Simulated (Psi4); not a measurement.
# BGeNH6 (SMILES B[NH][GeH3]): M06-2X/6-31G(d) (spherical functions)

What is the energy change on altering one bond length of BGeNH6 at M06-2X/6-31G* (spherical functions)? 

The calculation is run with Psi4 1.11.

**1. The system as given**

BGeNH6 has 9 atoms, charge 0, and is taken as a singlet. As SMILES, `B[NH][GeH3]`. The shape is that of a PBE0-D4/def2-TZVP optimisation.

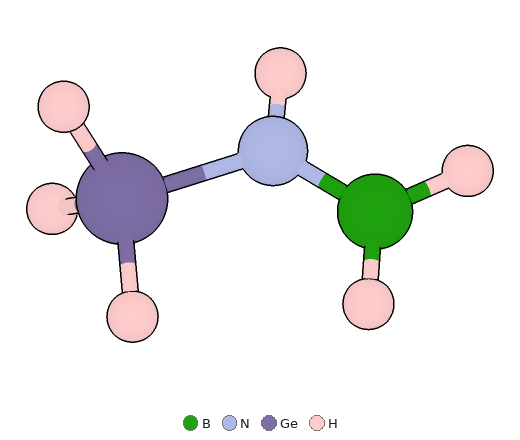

Viewed from a chosen angle; boron green, nitrogen light blue, germanium purple, hydrogen pink.

**2. A single-point energy at M06-2X/6-31G(d) (spherical functions)**

File bgeh6n_ase.py:

```python
import numpy as np
from ase.calculators.psi4 import Psi4
from ase import Atoms

a = Atoms(['B', 'N', 'Ge', 'H', 'H', 'H', 'H', 'H', 'H'], positions=[
    [-0.874000, 0.629500, -1.162900],
    [-0.023300, 0.687100, -0.062700],
    [0.665200, -0.761400, 0.866600],
    [-1.217900, -0.440700, -1.581000],
    [-1.249100, 1.647000, -1.674800],
    [0.253900, 1.598400, 0.272500],
    [2.201600, -0.714800, 0.804900],
    [0.114900, -2.015200, 0.184600],
    [0.217300, -0.676000, 2.335700],
])
calc = Psi4(atoms=a, method='m06-2x', basis='6-31G*', memory='2200MB', num_threads=1, charge=0, multiplicity=1, label='psi4-calc')
calc.psi4.set_options({'puream': True, 'e_convergence': 1e-09, 'd_convergence': 1e-08, 'scf_type': 'pk', 'dft_radial_points': 99, 'dft_spherical_points': 590})
a.calc = calc

print(f'energy: {a.get_potential_energy():.6f} eV')
```

The run is started by

```bash
$ python bgeh6n_ase.py
```

psi4-calc.dat:

```text
[...]
  Running in c1 symmetry.
[...]
  Nuclear repulsion =  177.534512165479441
[...]
  Multiplicity = 1
[...]
  Nalpha       = 25
  Nbeta        = 25
[...]
    Number of basis functions: 72
[...]
   @RKS iter   1: -2158.53550449445402   -2.58173e+00   3.57154e-02 DIIS/ADIIS
[...]
   @RKS iter  11: -2159.89668780566490   -4.09273e-12   5.35675e-09 DIIS
[...]
    Orbital Energies [Eh]
    ---------------------
    Doubly Occupied:
       1A   -400.991046     2A    -50.549058     3A    -45.077852
       4A    -45.077663     5A    -45.077661     6A    -14.748861
       7A     -7.020956     8A     -6.527565     9A     -4.689992
      10A     -4.688866    11A     -4.688649    12A     -1.409070
      13A     -1.406893    14A     -1.406715    15A     -1.403630
      16A     -1.403278    17A     -0.951328    18A     -0.630764
      19A     -0.593249    20A     -0.493572    21A     -0.435167
      22A     -0.421644    23A     -0.404279    24A     -0.361273
      25A     -0.345910
[...]
  @RKS Final Energy: -2159.89668780566490
   => Energetics <=
    Nuclear Repulsion Energy =            177.5345121654794411
    One-Electron Energy =               -3358.6413474894720821
    Two-Electron Energy =                1064.8458853855388497
    DFT Exchange-Correlation Energy =     -43.6357378672108709
    Empirical Dispersion Energy =           0.0000000000000000
    VV10 Nonlocal Energy =                  0.0000000000000000
    Total Energy =                      -2159.8966878056644418
[...]
 Multipole Moments:
 ------------------------------------------------------------------------------------
     Multipole            Electronic (a.u.)      Nuclear  (a.u.)        Total (a.u.)
 ------------------------------------------------------------------------------------
 L = 1.  Multiply by 2.5417464519 to convert [e a0] to [Debye]
 Dipole X            :          3.7540877           -3.3287215            0.4253662
 Dipole Y            :         -4.0953353            4.1632646            0.0679292
 Dipole Z            :          4.9695813           -4.4201616            0.5494197
 Magnitude           :                                                    0.6981495
[...]
```

Standard output:

```text
energy: -58773.782545 eV
```

Wall time 20 s (1 thread of Intel Xeon 6975P-C (Granite Rapids), shared host); peak memory 1.4 GiB.

**3. The distorted shape at the same level**

File bgeh6n.inp:

```
memory 2.2 GB

molecule molecule1 {
  0 1
  B
  N 1 1.391923
  Ge 2 1.853587 1 126.22471
  H 1 1.199334 2 119.19094 3 -0.01862
  H 1 1.7988 4 121.24037 2 179.99218
  H 2 1.009785 1 117.87217 4 179.97767
  H 3 1.538344 2 109.09844 6 -59.52297
  H 3 1.529696 7 111.48374 2 117.29301
  H 3 1.538234 8 111.50349 7 -122.22673
  units angstrom
  symmetry c1
  no_reorient
  no_com
}

set {
  puream               true
  e_convergence        1e-09
  d_convergence        1e-08
  scf_type             pk
  dft_radial_points    99
  dft_spherical_points 590
}

energy('m06-2x/6-31G*')
print_variables()
```

The run is started by

```bash
$ psi4 -i bgeh6n.inp -o bgeh6n.out -n 1
```

bgeh6n.out:

```text
[...]
  Running in c1 symmetry.
[...]
  Nuclear repulsion =  175.843485855429265
[...]
  Multiplicity = 1
[...]
  Nalpha       = 25
  Nbeta        = 25
[...]
    Number of basis functions: 72
[...]
   @RKS iter   1: -2158.45471651041362   -2.63434e+00   3.57732e-02 ADIIS/DIIS
[...]
   @RKS iter  11: -2159.82765334994565   -5.91172e-12   4.77536e-09 DIIS
[...]
    Orbital Energies [Eh]
    ---------------------
    Doubly Occupied:
       1A   -401.000823     2A    -50.558839     3A    -45.087685
       4A    -45.087423     5A    -45.087403     6A    -14.762912
       7A     -7.075540     8A     -6.537335     9A     -4.700016
      10A     -4.698515    11A     -4.698257    12A     -1.419116
      13A     -1.416647    14A     -1.416418    15A     -1.413301
      16A     -1.412927    17A     -0.965098    18A     -0.638837
      19A     -0.604805    20A     -0.478731    21A     -0.444226
      22A     -0.431008    23A     -0.412586    24A     -0.357950
      25A     -0.306386
[...]
  @RKS Final Energy: -2159.82765334994565
   => Energetics <=
    Nuclear Repulsion Energy =            175.8434858554292646
    One-Electron Energy =               -3354.7512048360358676
    Two-Electron Energy =                1062.6598782690502958
    DFT Exchange-Correlation Energy =     -43.5798126383892566
    Empirical Dispersion Energy =           0.0000000000000000
    VV10 Nonlocal Energy =                  0.0000000000000000
    Total Energy =                      -2159.8276533499456491
[...]
 Multipole Moments:
 ------------------------------------------------------------------------------------
     Multipole            Electronic (a.u.)      Nuclear  (a.u.)        Total (a.u.)
 ------------------------------------------------------------------------------------
 L = 1.  Multiply by 2.5417464519 to convert [e a0] to [Debye]
 Dipole X            :         -0.0006662            0.0005536           -0.0001125
 Dipole Y            :         -5.2685987            4.9016986           -0.3669001
 Dipole Z            :          6.6583806           -5.6466588            1.0117219
 Magnitude           :                                                    1.0761955
[...]
```

It took 20 s on 1 thread of Intel Xeon 6975P-C (Granite Rapids), shared host; peak memory 1.3 GiB.

**4. Summary of results**

At M06-2X/6-31G* (spherical functions):

| quantity | value |
| --- | --- |
| first shape: total energy | -2159.89669 Eh |
| first shape: dipole moment | 1.77 D |
| first shape: HOMO energy | -9.41 eV |
| first shape: LUMO energy | 1.25 eV |
| first shape: HOMO–LUMO gap | 10.66 eV |
| distorted shape: total energy | -2159.82765 Eh |
| distorted shape: dipole moment | 2.74 D |
| distorted shape: HOMO energy | -8.34 eV |
| distorted shape: LUMO energy | 1.03 eV |
| distorted shape: HOMO–LUMO gap | 9.37 eV |
| energy change with the B1–H5 bond stretched from 1.199 to 1.799 Å | 1.879 eV |

**Reading.** With the B1–H5 bond stretched from 1.199 to 1.799 Å the energy rises by 1.88 eV (43 kcal/mol). The first shape isn't relaxed at this level, so the change isn't measured from a minimum.
